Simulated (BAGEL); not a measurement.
# SiH3BrO2 (SMILES O[SiH](O)Br): RI-MP2/cc-pVDZ (density fitting with qzvpp-jkfit)

Aim: the energy change on altering one bond length of SiH3BrO2 at RI-MP2/cc-pVDZ (density fitting with qzvpp-jkfit), from 2 runs. 

Program for the calculation: BAGEL 1.2.2.

5 further runs of the same task are left out: 4 that didn't finish, 1 set aside as unsound or not needed. Runs told in other sessions of the task aren't counted.

**1. The molecule**

SiH3BrO2: 7 atoms, total charge 0, spin state singlet. As SMILES, `O[SiH](O)Br`. The shape is that of a PBE0-D4/def2-TZVP optimisation. This is one conformer, not always the lowest.

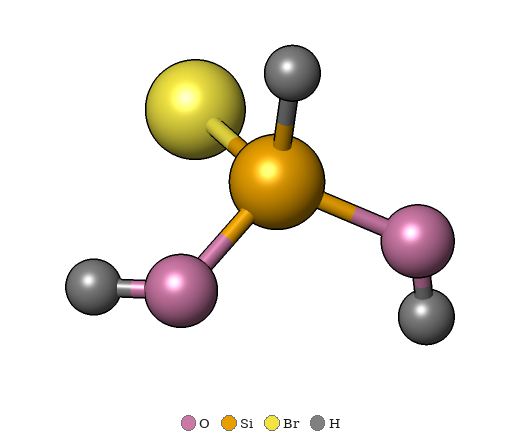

The structure, seen from a chosen angle (oxygen pink, silicon amber, bromine yellow, hydrogen grey).

**2. The energy at RI-MP2/cc-pVDZ (density fitting with qzvpp-jkfit)**

calc.json

```json
{ "bagel": [

{
  "title": "molecule",
  "basis": "cc-pvdz.json",
  "df_basis": "qzvpp-jkfit",
  "angstrom": "true",
  "geometry": [
    { "atom": "O", "xyz": [    0.103900,    1.557700,   -0.261800 ] },
    { "atom": "Si", "xyz": [    0.123700,    0.058100,    0.354300 ] },
    { "atom": "O", "xyz": [    0.760300,   -0.978400,   -0.731700 ] },
    { "atom": "Br", "xyz": [   -1.927700,   -0.665500,    0.845400 ] },
    { "atom": "H", "xyz": [   -0.311100,    1.697600,   -1.115000 ] },
    { "atom": "H", "xyz": [    0.886100,    0.139000,    1.607900 ] },
    { "atom": "H", "xyz": [    0.426000,   -1.876500,   -0.744900 ] }
  ]
},
{
  "title": "hf"
},
{
  "title": "mp2",
  "ncore": 16
}

]}
```

The basis set cc-pVDZ is read from a file made from the Basis Set Exchange's data (not shown).

Launch:

```sh
$ BAGEL_NUM_THREADS=1 BAGEL calc.json > calc.out
```

The log of the run:

```text
* using 1 threads per process

  ===============================================================
  ===============================================================

  *** Geometry ***

  { "atom" : "O", "xyz" : [      0.196343,      2.943626,     -0.494730 ] },
  { "atom" : "Si", "xyz" : [      0.233759,      0.109793,      0.669530 ] },
  { "atom" : "O", "xyz" : [      1.436759,     -1.848908,     -1.382713 ] },
  { "atom" : "Br", "xyz" : [     -3.642825,     -1.257613,      1.597574 ] },
  { "atom" : "H", "xyz" : [     -0.587894,      3.207999,     -2.107045 ] },
  { "atom" : "H", "xyz" : [      1.674486,      0.262672,      3.038491 ] },
  { "atom" : "H", "xyz" : [      0.805023,     -3.546071,     -1.407657 ] },

  Number of auxiliary basis functions:      602

  Since a DF basis is specified, we compute 2- and 3-index integrals:
    o Being stored without compression. Storage requirement is 0.037 GB

  Number of basis functions:       88
  Number of electrons      :       68

    * METHOD: MOLECULE                             0.42

  *** RHF ***

  === Nuclear Repulsion ===
   339.8016654385

      * DIIS with orbital gradients will be used.

  === RHF iteration (cc-pvdz.json) ===
      0      -3012.64602403          0.01740737           0.14
      1      -3012.82355509          0.01226234           0.14
      2      -3012.93620746          0.00105222           0.14
      3      -3012.93740280          0.00021223           0.14
      4      -3012.93745142          0.00006306           0.14
      5      -3012.93745574          0.00001627           0.14
      6      -3012.93745609          0.00000705           0.14
      7      -3012.93745615          0.00000226           0.14
      8      -3012.93745616          0.00000062           0.14
      9      -3012.93745616          0.00000016           0.14
     10      -3012.93745616          0.00000005           0.14
     11      -3012.93745616          0.00000002           0.14
     12      -3012.93745616          0.00000001           0.14
    * SCF iteration converged.

    * Permanent dipole moment:
           (   -0.010599,     0.365728,     0.444632) a.u.

    * METHOD: HF                                   2.13

  *** RHF ***

  === Nuclear Repulsion ===
   339.8016654385

      * DIIS with orbital gradients will be used.

  === RHF iteration (cc-pvdz.json) ===
      0      -3012.93745616          0.00000000           0.14
    * SCF iteration converged.

    * Permanent dipole moment:
           (   -0.010598,     0.365728,     0.444632) a.u.

  === DF-MP2 calculation ===

    * freezing 16 orbitals
    * 3-index integral transformation done
    * assembly done

      MP2 correlation energy:   -0.5965118040      0.07

      MP2 total energy:       -3013.5339679634

    * METHOD: MP2                                  0.36

  ===============================================================
```

Wall time 3.3 s (1 thread of Arm Neoverse V1, shared host); peak memory 0.16 GiB.

**3. The distorted shape**

mp2.json

```json
{ "bagel" : [

{
  "title" : "molecule",
  "basis" : "cc-pvdz.json",
  "df_basis" : "qzvpp-jkfit",
  "angstrom" : true,
  "geometry" : [
    { "atom" : "O", "xyz" : [    0.154062,    1.692462,   -0.259819 ] },
    { "atom" : "Si", "xyz" : [    0.173862,    0.192862,    0.356281 ] },
    { "atom" : "O", "xyz" : [    0.810462,   -0.843638,   -0.729719 ] },
    { "atom" : "Br", "xyz" : [   -1.877538,   -0.530738,    0.847381 ] },
    { "atom" : "H", "xyz" : [   -0.260938,    1.832362,   -1.113019 ] },
    { "atom" : "H", "xyz" : [    0.936262,    0.273762,    1.609881 ] },
    { "atom" : "H", "xyz" : [    0.426000,   -1.876500,   -0.744900 ] }
  ]
},
{ "title" : "hf" },
{ "title" : "mp2", "ncore" : 16 }

]}
```

The basis set cc-pVDZ is read from a file made from the Basis Set Exchange's data (not shown).

Launch:

```sh
$ BAGEL_NUM_THREADS=1 BAGEL mp2.json > mp2.out
```

The log of the run:

```text
* using 1 threads per process

  ===============================================================
  ===============================================================

  *** Geometry ***

  { "atom" : "O", "xyz" : [      0.291135,      3.198290,     -0.490987 ] },
  { "atom" : "Si", "xyz" : [      0.328552,      0.364456,      0.673274 ] },
  { "atom" : "O", "xyz" : [      1.531551,     -1.594245,     -1.378969 ] },
  { "atom" : "Br", "xyz" : [     -3.548033,     -1.002949,      1.601318 ] },
  { "atom" : "H", "xyz" : [     -0.493101,      3.462662,     -2.103301 ] },
  { "atom" : "H", "xyz" : [      1.769279,      0.517335,      3.042234 ] },
  { "atom" : "H", "xyz" : [      0.805023,     -3.546071,     -1.407657 ] },

  Number of auxiliary basis functions:      602

  Since a DF basis is specified, we compute 2- and 3-index integrals:
    o Being stored without compression. Storage requirement is 0.037 GB

  Number of basis functions:       88
  Number of electrons      :       68

    * METHOD: MOLECULE                             0.41

  *** RHF ***

  === Nuclear Repulsion ===
   338.9787186438

      * DIIS with orbital gradients will be used.

  === RHF iteration (cc-pvdz.json) ===
      0      -3012.62012634          0.01746005           0.14
      1      -3012.79311298          0.01266766           0.13
      2      -3012.91667551          0.00109934           0.13
      3      -3012.91802319          0.00029849           0.13
      4      -3012.91811245          0.00012478           0.12
      5      -3012.91812657          0.00003571           0.13
      6      -3012.91812815          0.00001314           0.13
      7      -3012.91812840          0.00000233           0.13
      8      -3012.91812841          0.00000062           0.13
      9      -3012.91812841          0.00000024           0.13
     10      -3012.91812841          0.00000007           0.13
     11      -3012.91812841          0.00000002           0.13
     12      -3012.91812841          0.00000001           0.14
    * SCF iteration converged.

    * Permanent dipole moment:
           (    0.002778,     0.456290,     0.462166) a.u.

    * METHOD: HF                                   1.99

  *** RHF ***

  === Nuclear Repulsion ===
   338.9787186438

      * DIIS with orbital gradients will be used.

  === RHF iteration (cc-pvdz.json) ===
      0      -3012.91812841          0.00000000           0.13
    * SCF iteration converged.

    * Permanent dipole moment:
           (    0.002778,     0.456291,     0.462166) a.u.

  === DF-MP2 calculation ===

    * freezing 16 orbitals
    * 3-index integral transformation done
    * assembly done

      MP2 correlation energy:   -0.6020534761      0.07

      MP2 total energy:       -3013.5201818884

    * METHOD: MP2                                  0.34

  ===============================================================
```

Wall time 2.9 s (1 thread of Arm Neoverse V1, shared host); peak memory 0.16 GiB.

**4. Results**

Level: RI-MP2/cc-pVDZ (density fitting with qzvpp-jkfit), 16 core orbitals frozen.

| quantity | value |
| --- | --- |
| first shape: total energy | -3013.53397 Eh |
| first shape: correlation energy (16 core orbitals frozen) | -596.5 mEh |
| distorted shape: total energy | -3013.52018 Eh |
| distorted shape: correlation energy (16 core orbitals frozen) | -602.1 mEh |
| energy change with the O3–H7 bond stretched from 0.958 to 1.102 Å | 0.375 eV |

**Reading.** With the O3–H7 bond stretched from 0.958 to 1.102 Å the energy rises by 0.38 eV (8.7 kcal/mol). The first shape isn't relaxed at this level, so the change isn't measured from a minimum.
